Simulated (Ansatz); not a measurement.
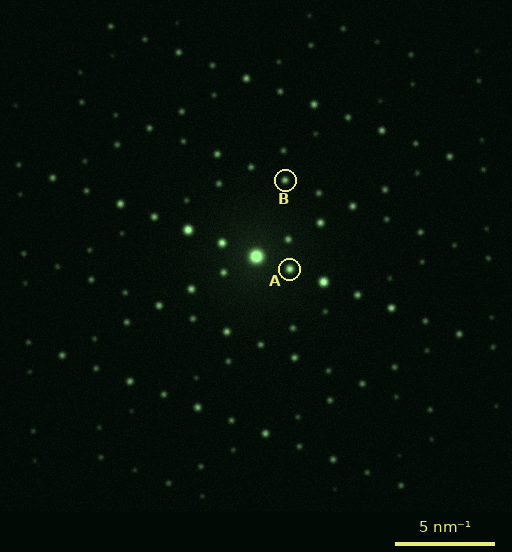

Computed electron diffraction pattern, 200 kV, single scattering only, B = 1 Å². Two individuals of a reflection twin are superposed (a geometric construction: whether this twin forms is not tested; the second individual is smaller and so fainter). Crystal: Ge3PbN, space group Pm-3m (No. 221), a = 5.412 Å, zone axis [210]. Structure: the end point of a relaxation with Ansatz, DFT PBE, scalar-relativistic, plane waves, PAW; the starting structure was generated, so it need not be a known form of this composition.

In the first individual spot A is 0 0 -1 and spot B is -1 2 0.

Find the twin plane.

(1-2-1). The spot positions of the combined pattern are mirror-symmetric about the row through 1 -2 -1 (d = 2.209 Å), which both individuals share, while a single individual has only symmetry 2mm without that mirror line. Friedel's law adds the mirror line at right angles, so a twin on (1-25) would give the same picture; the more widely spaced plane was used.

Which other reflections coincide?

Off the common row, 0 0 3, 1 -2 2, 1 -2 -4 and their kin fall on spots of the second individual; about 30 % of the first individual's visible spots are shared.
